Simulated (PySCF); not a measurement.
The calculation's input:

```
{"job": {"kind": "nmr", "xc": "PBE0", "basis": "pcSseg-1"}, "charge": 0, "multiplicity": 1}
C     -3.787103     0.289070    -1.016575
C     -2.701914    -0.131240    -0.035560
C     -1.331669     0.289923    -0.499902
O     -1.134638     0.912124    -1.517901
C     -0.180346    -0.111902     0.356767
Cl    -0.527670    -0.932931     1.838300
C      1.086303     0.125576     0.018791
Si     2.575398    -0.395343     1.056587
C      4.125860     0.152415     0.115657
H     -3.826052     1.372543    -1.092933
H     -3.571992    -0.108601    -2.005222
H     -4.757042    -0.077727    -0.691025
H     -2.878195     0.308447     0.949513
H     -2.696891    -1.216336     0.094859
H      1.220828     0.644617    -0.921105
H      2.485904     0.259725     2.366361
H      2.542666    -1.853954     1.215288
H      4.158980     1.231573    -0.005539
H      5.024793    -0.145382     0.645665
H      4.167632    -0.291639    -0.875062
```

Run with:

```sh
OMP_NUM_THREADS=1 python probes_run.py task.json out
```

Geometry: GFN2-xTB.

Theory: PBE0/pcSseg-1, SCF density, gas phase, non-relativistic in PySCF.

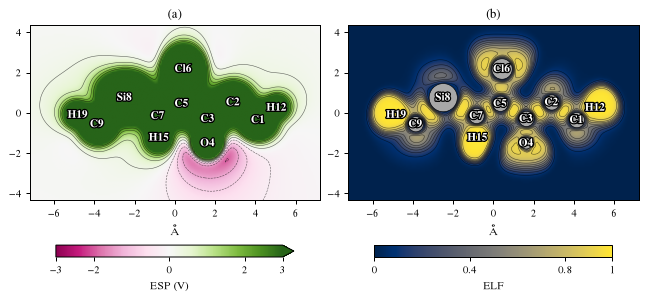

C6H11ClOSi. (a) electrostatic potential; (b) electron localisation function on the plane of atoms C3, C5 and Cl6. Grey discs cover the atomic cores in the ELF map.

### Interpret the plot.

- The plane passes through C, O, Cl, Si and H nuclei.
- C–O (1.21 Å): the ELF peaks at about 0.85 between the atoms: a short, multiple covalent bond.
- C–C (1.33 Å): the ELF peaks at about 0.90 between the atoms (a short, multiple covalent bond).
- C–Cl (1.73 Å): the ELF peaks at about 0.90 between the atoms (a covalent bond).
- C–Si (1.89 Å): the ELF peaks at about 0.95 between the atoms, as expected for localised, covalent bonding.
- C–H (1.08 Å): the ELF climbs to about 1 towards the hydrogen, as it does in any bond to H (a covalent bond by its length).
- The ELF also peaks beside Cl6, away from the bonds: lone-pair regions.
- Outside the dense part of the molecule the potential is most negative (−1.9 V) near O4.
